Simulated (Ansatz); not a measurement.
# Si2H2Cl2F2: single-point calculation

Si2H2Cl2F2, computed with RKS PBE0-D4/def2-TZVPP (Ansatz 0.2.0).

The geometry comes from this level: PBE0-D4/def2-TZVP.

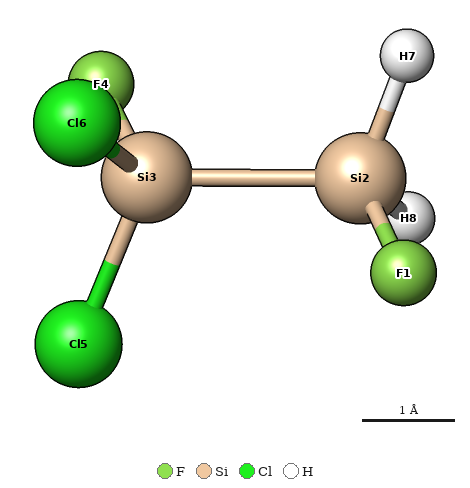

Figure 1. The input geometry (ball-and-stick view, seen at a tilt; atoms are numbered from 1 in the order of the input).

**Summary**

- outcome: converged
- total energy: −46257.2017 eV
- mean-field energy: −46256.9617 eV
- dispersion energy: −0.2401 eV
- SCF solution under orbital rotations: stable
- HOMO: −8.79 eV
- LUMO: −1.37 eV
- hardware: 4 threads of AMD EPYC, 23 GiB of memory available, shared host
- wall time: 3.6 s (CPU time 13 s)
- peak memory: 0.9 GiB

**The input**
```yaml
crystal:
  periodic: [false, false, false]
  atoms:
    - {symbol: F, position_ang: [-2.041468, -0.760840, -0.583232]}
    - {symbol: Si, position_ang: [-0.786076, -0.858240, 0.403325]}
    - {symbol: Si, position_ang: [0.800402, 0.723966, -0.287096]}
    - {symbol: F, position_ang: [2.062603, 0.651244, 0.675972]}
    - {symbol: Cl, position_ang: [1.449663, 0.355473, -2.179278]}
    - {symbol: Cl, position_ang: [0.061073, 2.616421, -0.188660]}
    - {symbol: H, position_ang: [-1.237908, -0.560524, 1.783934]}
    - {symbol: H, position_ang: [-0.215889, -2.224501, 0.319135]}
basis:
  gaussian: {orbitals: def2-TZVPP}
hamiltonian: {xc: pbe0, dispersion: d4}
output: {orbitals: {seedname: orbitals}}
```

Command:
```bash
ansatz run in.yaml --threads 4 --pin off --events-out ev --progress --plain --max-ram 10444MiB
```

**Output**
```
Functional definition: PBE0
  name "PBE0"
  cite "Adamo & Barone, J. Chem. Phys. 110, 6158 (1999) doi:10.1063/1.478522"
  cite "Perdew, Burke & Ernzerhof, Phys. Rev. Lett. 77, 3865 (1996) doi:10.1103/PhysRevLett.77.3865"
  parent pbe
  parameter a = 0.25
  parameter kappa = 0.804
  parameter beta = 0.06672455060314922
  exchange = (1 - a)*pbe_x(kappa = kappa, mu = beta*pi^2/3) + a*exact_x
  correlation = pbe_c(beta = beta)
1662 factors; their error is unknown
mean field evaluation 1: about -46254.1954 eV, gradient 4.4e1 eV
mean field evaluation 2: about -46250.5293 eV, gradient 6.9e1 eV
mean field evaluation 4: about -46256.8435 eV, gradient 1.1e0 eV
mean field evaluation 8: about -46256.8452 eV, gradient 2.6e-2 eV
mean field evaluation 16: about -46256.9616 eV, gradient 2.0e-5 eV
mean field -46256.96162349 eV, -1699.9119855687 hartree, gradient 2.0e-5 eV, S^2 0.000000; 0 other end points of the search recorded, 0 dependent functions left out
reference -46256.96165543 eV, -1699.9119867424 hartree; 41, 41 occupied and 217, 217 virtual orbitals, 1662 factors
Total energy: -46257.20174244 eV, -1699.9208097771 hartree
```

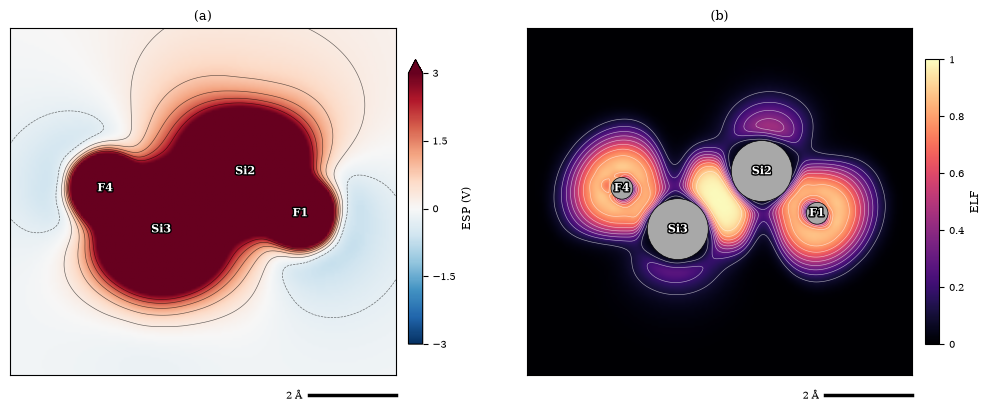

Figure 2. (a) electrostatic potential; (b) ELF on the plane of atoms Si2, Si3 and F4. Grey discs, where drawn, cover atomic cores. The section cuts through F and Si sites. Si–F (1.59 Å): the ELF peaks at about 0.85 between the atoms. Si–Si (2.34 Å): the ELF peaks at about 1 between the atoms, as expected for localised, shared-pair bonding.

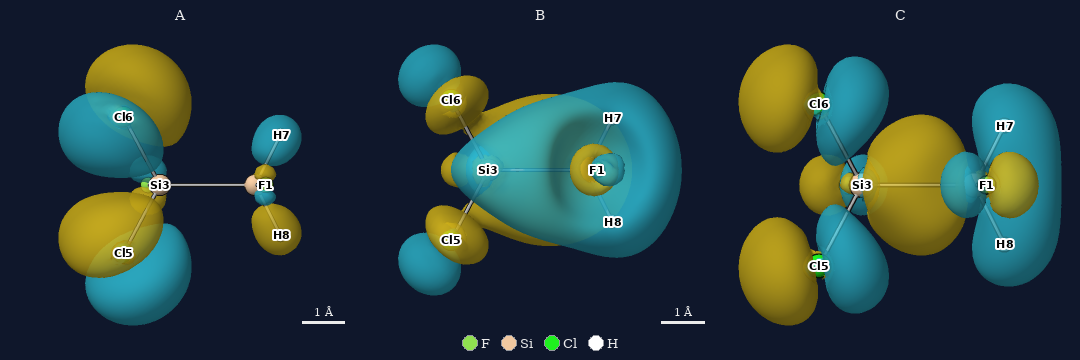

Figure 3. Three frontier orbitals at ±0.06 Å⁻³ᐟ² (yellow and cyan are the two phases). A is the HOMO−1 (−9.61 eV). C is the HOMO (−8.79 eV). By Hirshfeld shares it lies mainly on Si2 (25 %), Si3 (20 %), Cl5 (15 %) and Cl6 (15 %). B is the LUMO (−1.37 eV). Its weight (Hirshfeld) is mainly on Si2 (45 %) and Si3 (25 %). The HOMO–LUMO gap is 7.42 eV between the orbital energies.

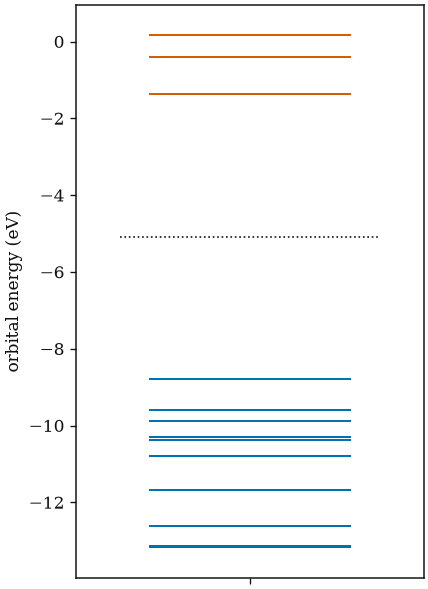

Figure 4. Orbital energies near the frontier; the dotted line parts filled from empty levels, and levels within 0.02 eV of each other stand side by side. Highest filled −8.79 eV, lowest empty −1.37 eV, 7.42 eV apart.
